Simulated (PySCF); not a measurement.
# H4P: the cost of one run

Computed with PySCF 2.14.0, with density-fitted response routines of our own, on a single molecule, in the gas phase or a continuum. Atoms are numbered from 0 throughout.

### 1 Starting geometry

5 atoms, charge 1, multiplicity 1; geometry from: GFN2-xTB. The atoms were then displaced at random by about 0.01 Å, so the start is not that level's minimum.

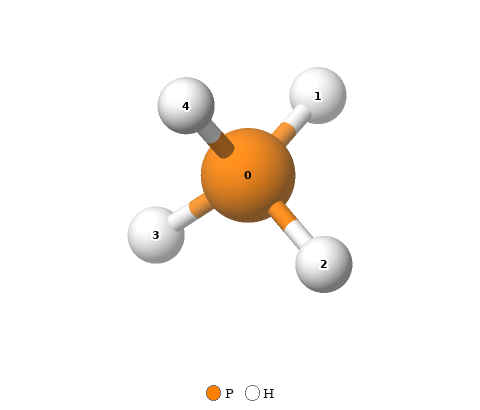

As it starts; phosphorus orange, hydrogen white, atoms numbered; sticks join atoms by distance.

### 2 Relaxing the molecule at PBE0-D3(BJ)/def2-SVP

Job settings and geometry (Å):

```
{"job": {"xc": "PBE0", "basis": "def2-SVP", "d3": "d3bj", "grid": 1, "shake": 0.01, "kind": "geom"}, "charge": 1, "multiplicity": 1}
P      0.022310    -0.024790     0.000510
H     -0.741620    -0.866860    -0.780970
H      0.315290    -0.619290     1.169690
H     -0.708240     1.128830     0.257850
H      1.145840     0.348140    -0.684960
```

The run is started by

```bash
$ OMP_NUM_THREADS=1 python probes_run.py task.json out
```

This one command runs all jobs of the session in turn.

**Question.** How long does this first job take on 1 thread of Arm Neoverse V2, shared host, and how much memory does it need?

About 1.2 s, with a peak of 0.24 GiB.
